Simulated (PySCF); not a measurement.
**One shape, several levels: CdH2O2 (SMILES [OH][Cd][OH])**

Aim: a comparison of 3 runs (HF/STO-3G, HF/3-21G, PBE0/def2-SVP) of CdH2O2. The job is set up through a Python script.

The results are computed with PySCF 2.14.0.

## 1. The system as given

CdH2O2 has 5 atoms, charge 0, and is taken as a singlet. As SMILES, `[OH][Cd][OH]`. Geometry: a GFN2-xTB relaxation, a rough one for these elements and not checked as a minimum.

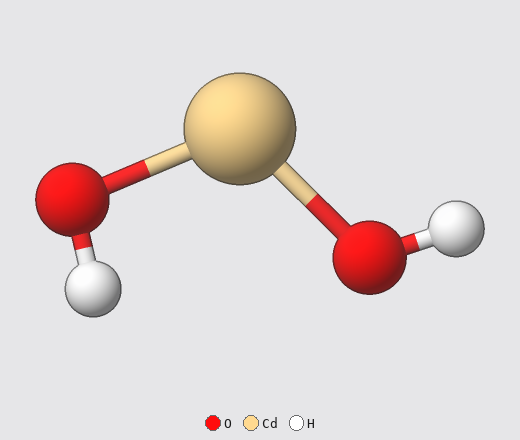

Viewed from a chosen angle; oxygen red, cadmium orange, hydrogen white.

## 2. Energy and forces at HF/STO-3G (run 1)

run.py reads:

```python
import pyscf.grad
from pyscf import gto

mol = gto.M(
    atom=[
    ('O', (-1.276430, 0.378160, -0.254520)),
    ('Cd', (0.093970, -0.963010, -0.081640)),
    ('O', (1.788980, -0.209550, 0.391790)),
    ('H', (-2.155520, 0.069980, -0.490990)),
    ('H', (1.549000, 0.724430, 0.435360)),
],
    max_memory=1860,
    charge=0,
    basis='sto-3g',
    verbose=3,
)

myscf = mol.RHF()
myscf.conv_tol = 1e-10
myscf.kernel()
if not myscf.converged:
    myscf = myscf.newton().run(myscf.mo_coeff, myscf.mo_occ)

energy = myscf.e_tot
print('E(%s) = %.9f' % ('HF', energy))
grad = myscf.Gradients().kernel()
myscf.analyze()
```

Run with:

```console
$ OMP_NUM_THREADS=1 python run.py
```

Log:

```text
converged SCF energy = -5560.39709466005
E(HF) = -5560.397094660
--------------- RHF gradients ---------------
         x                y                z
0 O    -0.0366524693     0.0197007037    -0.0063584999
1 Cd     0.0084222282    -0.0584809093    -0.0043405861
2 O    -0.0181797261     0.0576368412     0.0019398821
3 H     0.0350619096     0.0136987718     0.0095836204
4 H     0.0113480577    -0.0325554074    -0.0008244164
----------------------------------------------
**** MO energy ****
MO #1   energy= -945.073614273283  occ= 2
MO #2   energy= -139.038157081382  occ= 2
MO #3   energy= -131.242665518843  occ= 2
MO #4   energy= -131.241542158851  occ= 2
MO #5   energy= -131.239973745261  occ= 2
MO #6   energy= -26.2348142706028  occ= 2
MO #7   energy= -23.2353766660903  occ= 2
MO #8   energy= -23.2322745962288  occ= 2
MO #9   energy= -23.2294416581727  occ= 2
MO #10  energy= -20.1087221252779  occ= 2
MO #11  energy= -20.0859659545334  occ= 2
MO #12  energy= -15.309569134945   occ= 2
MO #13  energy= -15.3094081599988  occ= 2
MO #14  energy= -15.3061348457302  occ= 2
MO #15  energy= -15.3028827006242  occ= 2
MO #16  energy= -15.3014278023504  occ= 2
MO #17  energy= -4.00611915824886  occ= 2
MO #18  energy= -2.81347659051509  occ= 2
MO #19  energy= -2.8131596142239   occ= 2
MO #20  energy= -2.81090613460633  occ= 2
MO #21  energy= -1.13746837589958  occ= 2
MO #22  energy= -1.12265292118367  occ= 2
MO #23  energy= -0.502657546473269 occ= 2
MO #24  energy= -0.46604841310013  occ= 2
MO #25  energy= -0.429486458753555 occ= 2
MO #26  energy= -0.427139475542571 occ= 2
MO #27  energy= -0.425220703036708 occ= 2
MO #28  energy= -0.392316586031795 occ= 2
MO #29  energy= -0.381257876368767 occ= 2
MO #30  energy= -0.30011541106373  occ= 2
MO #31  energy= -0.286415551534394 occ= 2
MO #32  energy= -0.263815482058008 occ= 2
MO #33  energy= -0.231093410365355 occ= 2
MO #34  energy= 0.201177150989586  occ= 0
MO #35  energy= 0.353773237246232  occ= 0
MO #36  energy= 0.54710900776026   occ= 0
MO #37  energy= 0.600577561916133  occ= 0
MO #38  energy= 0.790300199740723  occ= 0
MO #39  energy= 0.805730567147575  occ= 0
 ** Mulliken atomic charges  **
charge of    0O =     -0.57319
charge of    1Cd =      1.01507
charge of    2O =     -0.58995
charge of    3H =      0.07809
charge of    4H =      0.06999
Dipole moment(X, Y, Z, Debye): -2.04130, -4.01776, -0.90577
```

Wall time 2.5 s (1 thread of Intel Xeon at 2.70GHz, shared host); peak memory 0.12 GiB.

## 3. Energy and forces at HF/3-21G (run 2)

mol.xyz reads:

```xyz
5
CdH2O2
O     -1.276430     0.378160    -0.254520
Cd     0.093970    -0.963010    -0.081640
O      1.788980    -0.209550     0.391790
H     -2.155520     0.069980    -0.490990
H      1.549000     0.724430     0.435360
```

job.py reads:

```python
from pyscf import gto

mol = gto.M(
    atom='mol.xyz',
    spin=0,
    max_memory=1860,
    verbose=4,
    basis='3-21g',
)

mf = mol.RHF()
mf.conv_tol = 1e-10
mf.kernel()
if not mf.converged:
    mf = mf.newton().run(mf.mo_coeff, mf.mo_occ)

e_final = mf.e_tot
print('Final energy', e_final)
grad = mf.nuc_grad_method().kernel()
mf.analyze()
```

Run with:

```console
$ OMP_NUM_THREADS=1 python job.py
```

Log:

```text
PySCF version 2.14.0

[INPUT] num. atoms = 5
[INPUT] num. electrons = 66
[INPUT] charge = 0
[INPUT] spin (= nelec alpha-beta = 2S) = 0
[INPUT] symmetry False subgroup None
[INPUT] Mole.unit = angstrom
[INPUT] Symbol           X                Y                Z      unit          X                Y                Z       unit  Magmom
[INPUT]  1 O     -1.276430000000   0.378160000000  -0.254520000000 AA   -2.412103117179   0.714618831266  -0.480973093224 Bohr   0.0
[INPUT]  2 Cd     0.093970000000  -0.963010000000  -0.081640000000 AA    0.177577563925  -1.819825155217  -0.154277240809 Bohr   0.0
[INPUT]  3 O      1.788980000000  -0.209550000000   0.391790000000 AA    3.380682242324  -0.395992109403   0.740375798343 Bohr   0.0
[INPUT]  4 H     -2.155520000000   0.069980000000  -0.490990000000 AA   -4.073342456022   0.132243034197  -0.927836629900 Bohr   0.0
[INPUT]  5 H      1.549000000000   0.724430000000   0.435360000000 AA    2.927185766951   1.368974296419   0.822711165591 Bohr   0.0

[... 67 lines left out ...]
Two-electron Energy =                 2391.840997135633643
[... 7 lines left out ...]
MO #4   energy= -131.24002549397   occ= 2
[... 5 lines left out ...]
MO #10  energy= -20.3737784078006  occ= 2
[... 5 lines left out ...]
MO #16  energy= -16.1137483178364  occ= 2
[... 5 lines left out ...]
MO #22  energy= -1.21567442203575  occ= 2
[... 5 lines left out ...]
MO #28  energy= -0.557403279637563 occ= 2
[... 5 lines left out ...]
MO #34  energy= -0.0116422184992131 occ= 0
[... 5 lines left out ...]
MO #40  energy= 0.357126982406857  occ= 0
[... 5 lines left out ...]
MO #46  energy= 1.52960946641729   occ= 0
[... 5 lines left out ...]
MO #52  energy= 1.96611712999275   occ= 0
[... 5 lines left out ...]
MO #58  energy= 3.32637351818316   occ= 0
[... 27 lines left out ...]
pop of  1 Cd 5py          0.02491
pop of  1 Cd 5pz          0.08758
pop of  1 Cd 6px          0.02660
pop of  1 Cd 6py          0.00549
pop of  1 Cd 6pz          0.00175
pop of  1 Cd 3dxy         1.99996
pop of  1 Cd 3dyz         1.99999
pop of  1 Cd 3dz^2        1.99998
pop of  1 Cd 3dxz         1.99999
pop of  1 Cd 3dx2-y2      1.99998
pop of  1 Cd 4dxy         1.98768
pop of  1 Cd 4dyz         1.99774
pop of  1 Cd 4dz^2        1.98580
pop of  1 Cd 4dxz         1.99426
pop of  1 Cd 4dx2-y2      1.98724
pop of  1 Cd 5dxy         0.00130
pop of  1 Cd 5dyz         0.00074
pop of  1 Cd 5dz^2        0.00073
pop of  1 Cd 5dxz         0.00191
pop of  1 Cd 5dx2-y2      0.00166
pop of  2 O 1s            1.99984
pop of  2 O 2s            1.76095
pop of  2 O 3s            0.00566
pop of  2 O 2px           1.81716
pop of  2 O 2py           1.39279
pop of  2 O 2pz           1.93333
pop of  2 O 3px           0.00719
pop of  2 O 3py           0.00168
pop of  2 O 3pz           0.00539
pop of  3 H 1s            0.73550
pop of  3 H 2s            0.01030
pop of  4 H 1s            0.73850
pop of  4 H 2s            0.00886
 ** Mulliken atomic charges  **
charge of    0O =     -0.89758
charge of    1Cd =      1.31472
charge of    2O =     -0.92398
charge of    3H =      0.25419
charge of    4H =      0.25264
Dipole moment(X, Y, Z, Debye): -3.15363, -4.82743, -1.25127
```

Wall time 2.9 s (1 thread of Intel Xeon at 2.70GHz, shared host); peak memory 0.13 GiB.

## 4. Energy and gradient at PBE0/def2-SVP (core potential) (run 3)

calc.py reads:

```python
from pyscf import gto, dft

mol = gto.M(
    atom='''
O     -1.276430     0.378160    -0.254520
Cd     0.093970    -0.963010    -0.081640
O      1.788980    -0.209550     0.391790
H     -2.155520     0.069980    -0.490990
H      1.549000     0.724430     0.435360
''',
    basis='def2-svp',
    verbose=3,
    charge=0,
    ecp={'Cd': 'def2-svp'},
    max_memory=1860,
)

mf = dft.RKS(mol, xc='pbe0')
mf.grids.level = 5
mf.conv_tol = 1e-10
mf.kernel()
if not mf.converged:
    mf = mf.newton().run(mf.mo_coeff, mf.mo_occ)

etot = mf.e_tot
print('Final energy', etot)
grad = mf.nuc_grad_method().kernel()
mf.analyze()
```

Run with:

```console
$ OMP_NUM_THREADS=1 python calc.py
```

Log:

```text
converged SCF energy = -319.035183795012
Final energy -319.0351837950123
--------------- RKS gradients ---------------
         x                y                z
0 O     0.0369380584    -0.0084799200     0.0076409003
1 Cd     0.0089223537     0.0189898454     0.0041075334
2 O    -0.0473999470    -0.0042959713    -0.0114223569
3 H     0.0045880152    -0.0049042432     0.0005352842
4 H    -0.0030275714    -0.0013254415    -0.0008425545
----------------------------------------------
**** MO energy ****
MO #1   energy= -19.176110059039   occ= 2
MO #2   energy= -19.1571933347231  occ= 2
MO #3   energy= -4.21790355259311  occ= 2
MO #4   energy= -2.71796980816594  occ= 2
MO #5   energy= -2.71757102080166  occ= 2
MO #6   energy= -2.7129006326941   occ= 2
MO #7   energy= -0.949084688824867 occ= 2
MO #8   energy= -0.937077612294561 occ= 2
MO #9   energy= -0.573801680822416 occ= 2
MO #10  energy= -0.562176362372548 occ= 2
MO #11  energy= -0.552271589149651 occ= 2
MO #12  energy= -0.551985562277653 occ= 2
MO #13  energy= -0.550868931396677 occ= 2
MO #14  energy= -0.431916757550116 occ= 2
MO #15  energy= -0.406184535745261 occ= 2
MO #16  energy= -0.323276273612205 occ= 2
MO #17  energy= -0.292087694237311 occ= 2
MO #18  energy= -0.273963350964822 occ= 2
MO #19  energy= -0.265408911739662 occ= 2
MO #20  energy= -0.101350499305045 occ= 0
MO #21  energy= 0.0114976538923095 occ= 0
MO #22  energy= 0.0511420191329084 occ= 0
MO #23  energy= 0.0557482339811252 occ= 0
MO #24  energy= 0.139878363792864  occ= 0
MO #25  energy= 0.159657386278354  occ= 0
MO #26  energy= 0.185498420500064  occ= 0
MO #27  energy= 0.314877688892242  occ= 0
MO #28  energy= 0.378774326825351  occ= 0
MO #29  energy= 0.406624405650398  occ= 0
MO #30  energy= 0.542308905829948  occ= 0
MO #31  energy= 0.546550706683426  occ= 0
MO #32  energy= 0.57294880569388   occ= 0
MO #33  energy= 0.645455903820832  occ= 0
MO #34  energy= 0.679191161698657  occ= 0
MO #35  energy= 0.730817687444731  occ= 0
MO #36  energy= 0.831598442432259  occ= 0
MO #37  energy= 1.03727364216208   occ= 0
MO #38  energy= 1.06089842263973   occ= 0
MO #39  energy= 1.0750536425997    occ= 0
MO #40  energy= 1.0875566553552    occ= 0
MO #41  energy= 1.1081316781275    occ= 0
MO #42  energy= 1.18527787851341   occ= 0
MO #43  energy= 1.29501991858033   occ= 0
MO #44  energy= 1.46864214199622   occ= 0
MO #45  energy= 1.48637664714668   occ= 0
MO #46  energy= 1.502266286719     occ= 0
MO #47  energy= 1.59036127033518   occ= 0
MO #48  energy= 1.73796517482517   occ= 0
MO #49  energy= 2.11728983096936   occ= 0
MO #50  energy= 2.27215896308953   occ= 0
MO #51  energy= 2.29093392303807   occ= 0
MO #52  energy= 2.60869711016259   occ= 0
MO #53  energy= 2.64770240011743   occ= 0
MO #54  energy= 2.66920542124642   occ= 0
MO #55  energy= 2.67450138249149   occ= 0
MO #56  energy= 2.70639395476653   occ= 0
MO #57  energy= 2.70710560767932   occ= 0
MO #58  energy= 2.71695456076283   occ= 0
MO #59  energy= 2.7590573606575    occ= 0
MO #60  energy= 2.78515605989826   occ= 0
MO #61  energy= 2.93616797474842   occ= 0
MO #62  energy= 3.01499217817412   occ= 0
MO #63  energy= 3.0315467203207    occ= 0
MO #64  energy= 3.03602817208112   occ= 0
MO #65  energy= 3.08529945827983   occ= 0
MO #66  energy= 3.10952275859648   occ= 0
MO #67  energy= 3.75532404049472   occ= 0
MO #68  energy= 3.79379174224797   occ= 0
MO #69  energy= 56.6455631270544   occ= 0
 ** Mulliken atomic charges  **
charge of    0O =     -1.00063
charge of    1Cd =      1.43434
charge of    2O =     -1.01197
charge of    3H =      0.29116
charge of    4H =      0.28710
Dipole moment(X, Y, Z, Debye): -2.44883, -3.06728, -0.89818
```

Run time: 19 s. Hardware: 1 thread of Intel Xeon at 2.70GHz, shared host; peak memory 0.68 GiB.

## 5. Overview of the runs

```csv
run,level,core potential,integration grid,energy (Eh),dipole moment (D),HOMO energy (eV),LUMO energy (eV),wall time
1,HF/STO-3G,–,–,-5560.397095,4.60,-6.29,5.47,2.5 s
2,HF/3-21G,–,–,-5589.825734,5.90,-10.34,-0.32,2.9 s
3,PBE0/def2-SVP (core potential),def2-svp,5,-319.035184,4.03,-7.22,-2.76,19 s
```

## 6. What came out

```
                       quantity          value
            run 3: total energy  -319.03518 Eh
           run 3: dipole moment         4.03 D
             run 3: HOMO energy       -7.22 eV
             run 3: LUMO energy       -2.76 eV
           run 3: HOMO–LUMO gap        4.46 eV
run 3: largest force on an atom     2.517 eV/Å
```

In words: The dipole moment (its size) runs from 4.03 D (PBE0/def2-SVP) to 5.90 D (HF/3-21G). The two ends differ in method and basis and core potential. The HOMO–LUMO gap runs from 4.46 eV (PBE0/def2-SVP) to 11.76 eV (HF/STO-3G). Some runs of one species differ in core potentials or relativity; totals across that change don't compare. In run 1 the basis is minimal, so the values are rough. In runs 1, 2 relativity is left out where basis or elements ask for it. All runs together took 25 s, the longest 19 s.
